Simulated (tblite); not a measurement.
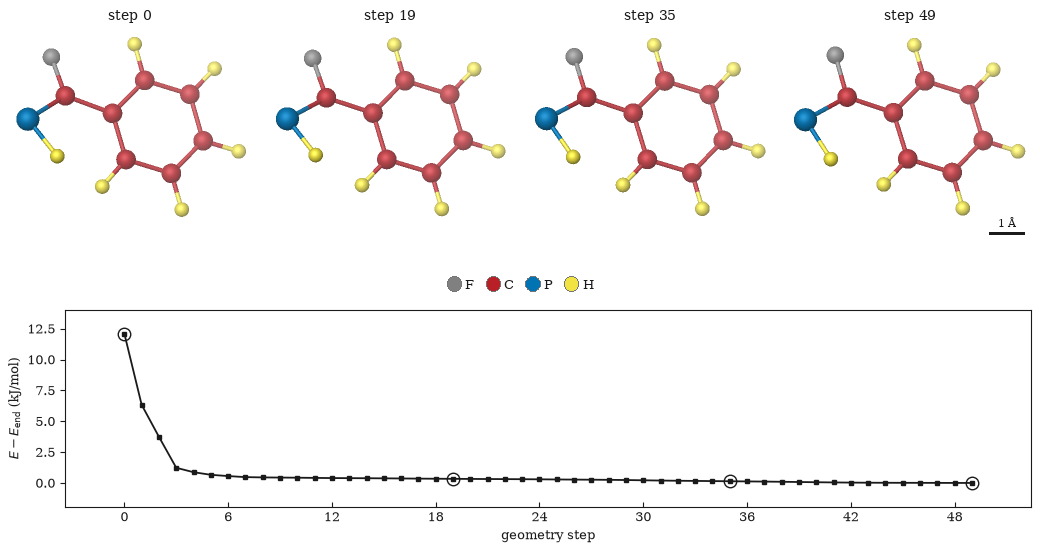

Frames of a relaxation of C7H6FP, marked on the history of the run. Style: ball-and-stick. Shown at a tilt.

Computed with tblite, GFN2-xTB geometry optimisation, gas phase. 

**What happens along the run?**

Over 49 geometry steps the energy falls by 12.1 kJ/mol. The atom that moves furthest after the best rigid fit is an H atom (0.27 Å). By element the largest moves are H 0.27 Å, F 0.23 Å, P 0.11 Å, C 0.10 Å. Near-neighbour distances that change, for instance: H–P 1.428 → 1.394 Å, C–P 1.722 → 1.690 Å, C–C 1.475 → 1.449 Å, C–C 1.399 → 1.380 Å. Among the angles between lasting bonds that change: P–C–C 125.8° → 132.7°, F–C–P 117.5° → 113.7°, F–C–C 116.7° → 113.6°. Cost: 0.27 s on 1 thread of Arm Neoverse V2, on a shared host. From step 0 to 19: a C atom moves most (0.07 Å), energy −11.8 kJ/mol. From step 19 to 35: an H atom moves most (0.12 Å), energy −0.20 kJ/mol. From step 35 to 49: an H atom moves most (0.12 Å), energy −0.14 kJ/mol.
